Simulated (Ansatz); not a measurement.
**Fields on a plane of ScAl3 (Cu3Au type)**

```yaml
crystal:
  lattice:
    - [4.07175, 0.00000, 0.00000]
    - [0.00000, 4.07175, 0.00000]
    - [0.00000, 0.00000, 4.07175]
  atoms:
    - { symbol: Al, position: [0.00000, 0.50000, 0.50000] }
    - { symbol: Al, position: [0.50000, 0.50000, 0.00000] }
    - { symbol: Al, position: [0.50000, 0.00000, 0.50000] }
    - { symbol: Sc, position: [0.00000, 0.00000, 0.00000] }
```

The slice is a {110} plane (indices of the conventional cell) through the point (0.000, 0.000, 0.000) (fractional), spanned by u = [100] and v = [011] in vectors of this cell: u (4.07 Å) and v (5.76 Å, at 90° to u). It covers one period; positions are fractions (u, v).

Atoms on it: Al at (0.00, 0.50); Sc at (0.00, 0.00).

Method: PBEsol (plane waves to 420 eV, PAW, scalar-relativistic; Ansatz, a program for electronic structure). k mesh 12×12×12. Inside the PAW spheres the values are not all-electron values, and peaks at nuclei hang on which shells count as valence. ScAl3 is run without spin polarisation. ScAl3 was relaxed with its symmetry unable to fall.

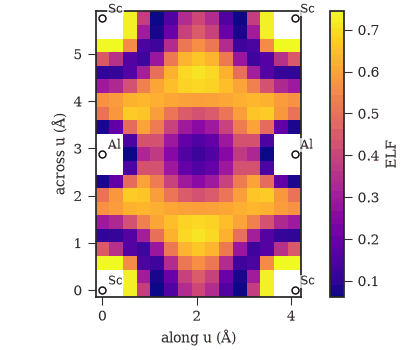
Electron localisation function (ELF), one period of the plane, atoms marked. Points within 0.5 Å of a nucleus are left white, as the pseudised field means little there.

```tsv
v \ u	0.00	0.14	0.29	0.43	0.57	0.71	0.86
0.90	0.5	0.0	-0.8	-0.8	-0.8	-0.8	0.0
0.80	-0.7	-0.7	-0.8	-0.7	-0.7	-0.8	-0.7
0.70	-0.7	-0.7	-0.7	-0.7	-0.7	-0.7	-0.7
0.60	-0.9	-0.7	-0.8	-0.9	-0.9	-0.8	-0.7
0.50	-1.2	-0.9	-0.8	-1.0	-1.0	-0.8	-0.9
0.40	-0.9	-0.7	-0.8	-0.9	-0.9	-0.8	-0.7
0.30	-0.7	-0.7	-0.7	-0.7	-0.7	-0.7	-0.7
0.20	-0.7	-0.7	-0.8	-0.7	-0.7	-0.8	-0.7
0.10	0.5	0.0	-0.8	-0.8	-0.8	-0.8	0.0
0.00	0.9	0.5	-0.7	-0.9	-0.9	-0.7	0.5
```

Values: log₁₀ of the valence density in e/Å³. The scale is logarithmic, as a density can span decades between atoms and voids.

- Density on the Al–Sc line (2.88 Å) at its density minimum, 1.5 Å from Al: 0.18 e/Å³
- ELF at that point: 0.2
- ELF maximum in the middle third of the Al–Sc line: 0.59, 1.1 Å from Al
